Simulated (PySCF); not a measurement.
# C2H6O, SMILES `COC`: electronic structure

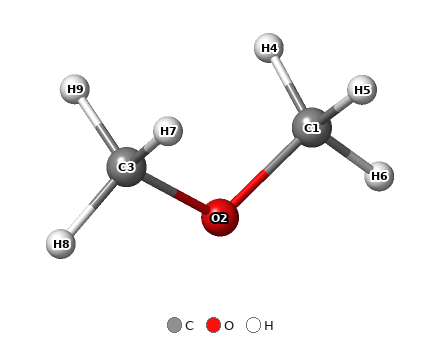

The molecule, with its atoms numbered as below. No frequency check shows the geometry to be a minimum.

Cartesian coordinates (Å):

```
C1      -1.1695    0.1940    0.0006
O2      -0.0000   -0.5820   -0.0000
C3       1.1695    0.1940   -0.0006
H4      -1.2239    0.8324    0.8920
H5      -1.2248    0.8324   -0.8907
H6      -2.0067   -0.5008   -0.0025
H7       1.2239    0.8323   -0.8920
H8       2.0067   -0.5008    0.0025
H9       1.2249    0.8323    0.8907
```

### 1. Bonding charge

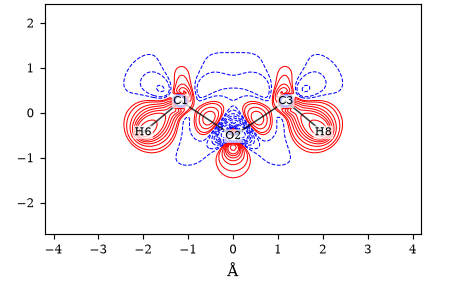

Deformation density (molecule less spherical, spin-averaged free atoms) in the plane of C1, O2, C3, H6 and H8; contours at ±0.05 to ±0.8 e/Å³; solid red lines: gain, dashed blue lines: loss.

Computed with PySCF, ωB97X/def2-TZVP, geometry: GFN2-xTB.

Q: How much density has each bond in this plane gained at its critical point, relative to the free atoms?

A: C1–H6 and C3–H8: +0.80 e/Å³ at the bond critical point (bond length 1.09 Å, Mayer order 1.0). C1–O2 and O2–C3: +0.16 e/Å³ at the bond critical point (bond length 1.40 Å, Mayer order 1.0). In all, 2.1 electrons gather in the regions of gain relative to the promolecule.

Q: Where do the Hirshfeld charges lie?

A: The highest Hirshfeld charge is on H6 and H8 (+0.05 e), the lowest on O2 (−0.15 e).

### 2. Bond critical points

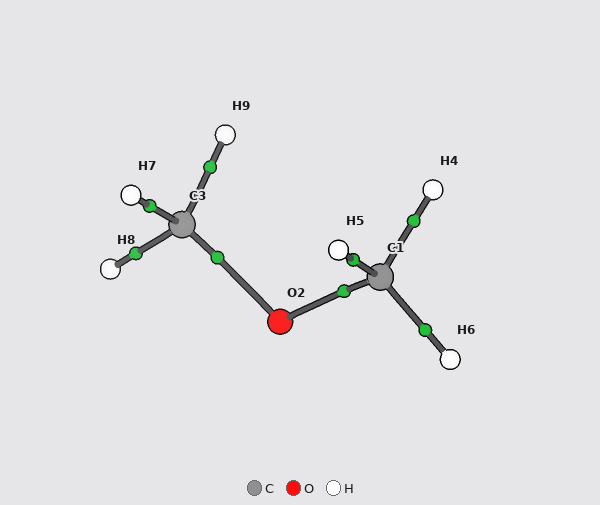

Molecular graph of the electron density (QTAIM): bond paths, bond critical points (green), ring points (magenta, if any); weak paths are dashed.

Q: How many critical points of each kind are there, and does the count close?

A: 9 nuclei, 8 bond, 0 ring and 0 cage critical points: 9 − 8 + 0 − 0 = 1, as the Poincaré–Hopf relation requires.

Q: Tabulate density, Laplacian, ellipticity and energy density at the bond critical points (atomic units).

A:
| bond | length (Å) | ρ (a.u.) | ∇²ρ (a.u.) | ε | H (a.u.) |
| --- | --- | --- | --- | --- | --- |
| C1–H6 (2 alike) | 1.088 | 0.288 | −1.03 | 0.04 | −0.294 |
| C3–H9 (4 alike) | 1.098 | 0.280 | −0.98 | 0.05 | −0.282 |
| C1–O2 (2 alike) | 1.404 | 0.270 | −0.61 | 0.02 | −0.384 |

Q: What kind of interaction is C1–O2?

A: Shared-shell (covalent): ρ = 0.270, ∇²ρ = −0.61, H = −0.384 a.u.

### 3. Local ionisation energy

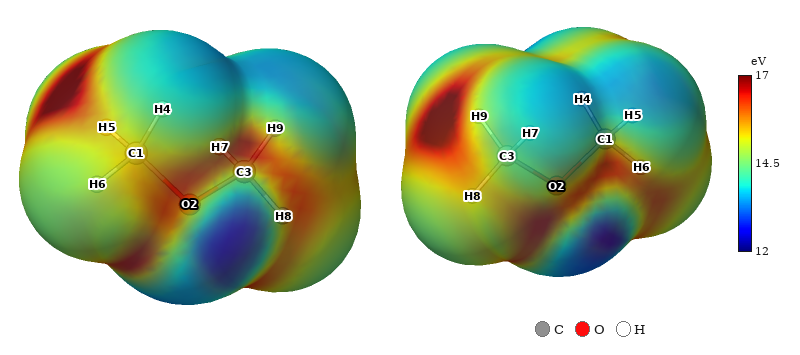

Average local ionisation energy on the surface of electron density 0.001 a.u. (back view left, front view right).

Q: Locate the minima of the map.

A: The lowest value is 12.6 eV, 1.8 Å from O2, and at like points elsewhere. Further minima include 13.5 eV, 1.5 Å from H9, and at like points elsewhere; 14.4 eV, 1.3 Å from H8, and at like points elsewhere. For comparison, the highest occupied orbital lies at −9.9 eV.

### 4. In an electric field

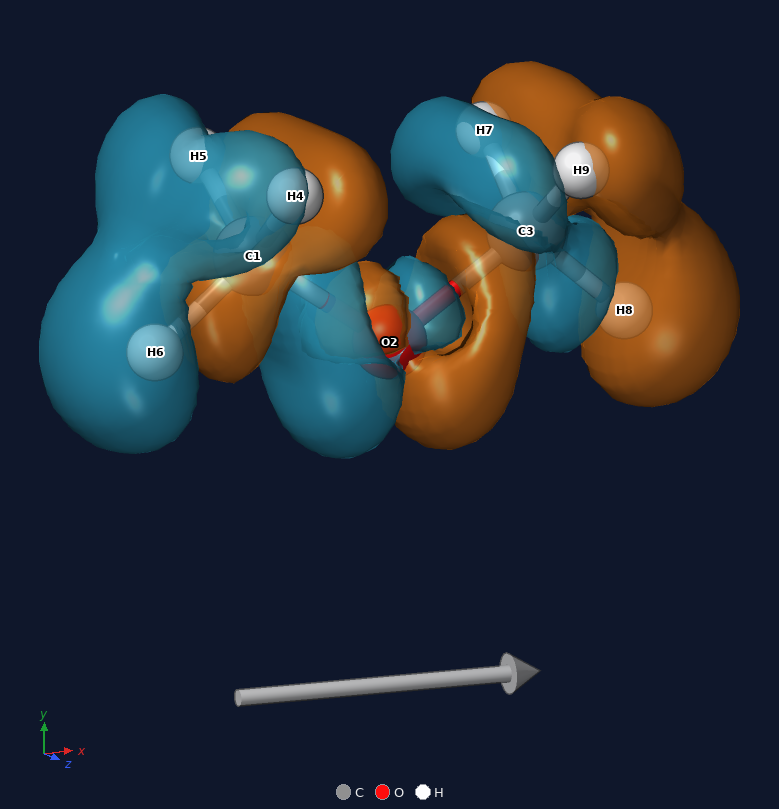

Change of the electron density in a uniform field of 0.21 V/Å along +x (arrow), surfaces at ±0.0015 e/Å³ (light blue: gain, orange: loss).

Method: ωB97X/def2-TZVP; geometry: GFN2-xTB; program: PySCF. A basis without diffuse functions makes polarisabilities too small.

Q: How large is the response?

A: The induced dipole is 0.35 D (along the field); α along this axis, from the fields in both directions, is 35 bohr³ (5.1 Å³).

Q: Which atoms gain and lose the most charge?

A: Electrons gather most on H6 (Hirshfeld charge changes by −0.007 e) and leave H8 most (+0.007 e); 0.037 electrons are displaced in all.

### 5. Removing or adding an electron

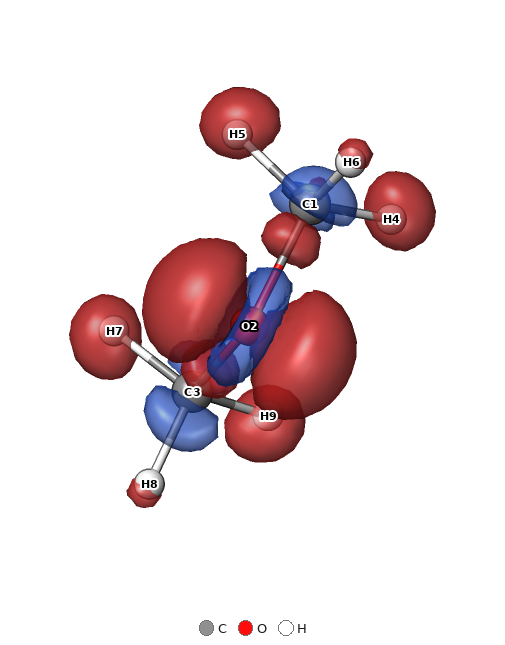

Fukui function f⁻ = ρ(N) − ρ(N−1) at fixed geometry, surfaces at ±0.06 e/Å³ (red positive, blue negative).

PySCF calculation, ωB97X/def2-TZVP, gas phase; geometry: GFN2-xTB.

Q: Which atoms respond most to the removal of an electron?

A: f⁻ (Hirshfeld-condensed) is largest on O2 (0.35); the vertical ionisation energy is 10.00 eV. Condensed values hint at sites of electrophilic attack but needn't mark the atom that reacts. Orbital relaxation makes it negative in places (0.23 e in all).

| atom | f⁻ | charge |
| --- | --- | --- |
| C1 | +0.09 | −0.05 |
| O2 | +0.35 | −0.15 |
| C3 | +0.09 | −0.05 |
| H4 | +0.09 | +0.04 |
| H5 | +0.09 | +0.04 |
| H6 | +0.06 | +0.05 |
| H7 | +0.09 | +0.04 |
| H8 | +0.06 | +0.05 |
| H9 | +0.09 | +0.04 |
